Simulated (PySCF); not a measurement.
SMILES [NH2][SnH2][OH] at its B3LYP/def2-SVP optimised geometry (Å):

```
8

Sn    -0.5030    -0.7829     0.0000
N     -1.1311    -1.7658    -1.6751
O     -1.1727    -1.8232     1.5837
H     -1.2178     0.7829     0.0000
H      1.2178    -0.7829     0.0000
H     -0.7556    -2.7125    -1.7416
H     -2.1475    -1.8385    -1.7324
H     -0.9764    -1.3933     2.4279
```

Computed with B3LYP/def2-TZVP, def2 effective core potentials past Kr (PySCF). The core electrons that the potentials of Sn replace are not part of the density. Cells within 0.4 Å of a nucleus heavier than hydrogen are left out (blank, or x).

Map of the electron localisation function on the plane z = 0.0 Å:

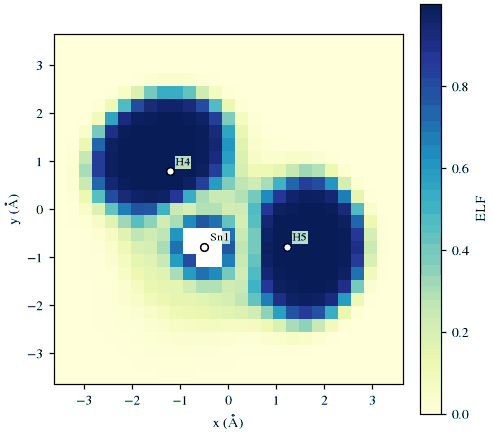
Figure: Electron localisation function on the plane z = 0.0 Å.
